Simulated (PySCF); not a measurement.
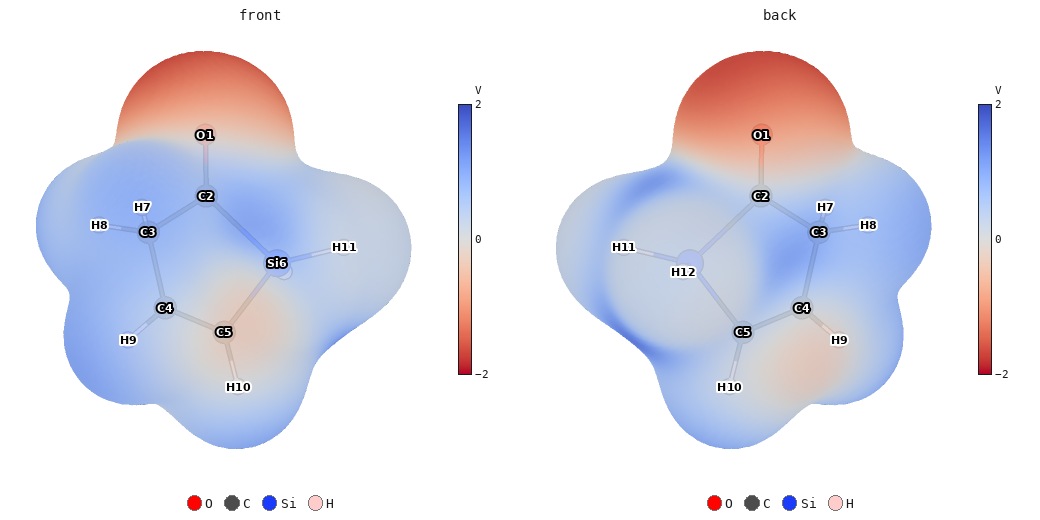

Figure. C4H6OSi. The molecular electrostatic potential painted on the density surface at 0.002 e/bohr³, seen from the front and from behind; red is negative and blue positive.

Geometry: GFN2-xTB.

Theory: PBE0/pcSseg-1, SCF density, gas phase, non-relativistic (PySCF).

| atom | x (Å) | y (Å) | z (Å) |
| --- | --- | --- | --- |
| O | -0.9863 | -1.9579 | 1.2181 |
| C | -0.4907 | -1.0259 | 0.6334 |
| C | -1.3027 | 0.1527 | 0.1194 |
| C | -0.3963 | 1.1301 | -0.5565 |
| C | 0.9079 | 0.8742 | -0.6209 |
| Si | 1.3695 | -0.7528 | 0.1933 |
| H | -2.0738 | -0.2120 | -0.5664 |
| H | -1.8320 | 0.6181 | 0.9569 |
| H | -0.8503 | 2.0212 | -0.9719 |
| H | 1.5858 | 1.5613 | -1.1019 |
| H | 1.8702 | -1.7788 | -0.7197 |
| H | 2.2000 | -0.6308 | 1.3902 |

> Which sites attract a positive test charge, and which a negative one?

A positive charge is drawn to the negative regions and a negative charge to the positive ones. The most negative region (about −1.6 V, or −37 kcal/mol for a unit charge) lies over O1, the most positive (about +1.4 V, or +32 kcal/mol for a unit charge) over Si6. O1 is the likeliest acceptor of a hydrogen bond.
